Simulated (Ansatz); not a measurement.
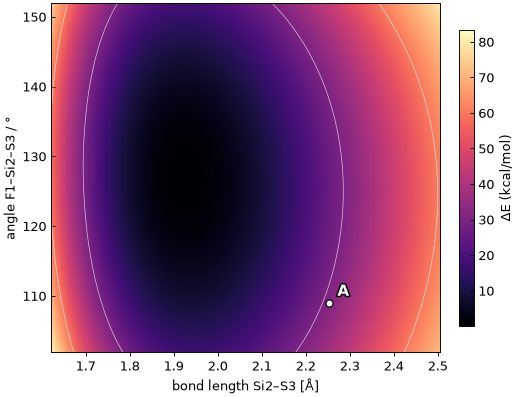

FHSSi, SMILES F[SiH]=S. The first coordinate is: bond length Si2–S3; the second: angle F1–Si2–S3. Nothing is relaxed (all other coordinates rigid). The scan uses a 15 × 15 grid. Points are written as (first, second). Energies: kcal/mol, counted from the relaxed molecule at the same level. The restricted reference is unstable at some or all points, so the energies there are unreliable. The calculation used Ansatz, RHF-MP2, frozen core/def2-TZVP.

Drawn: a smooth colour map with a few white contour lines, the point A. Between grid points the surface is interpolated.

Which way does the force act at A, and how strong is it?

A, at (2.253 Å, 109.0°), is not a stationary point. The computed force is 121 kcal/mol for each Å towards smaller values of bond length Si2–S3 and 0.74 kcal/mol for each degree towards larger values of angle F1–Si2–S3.
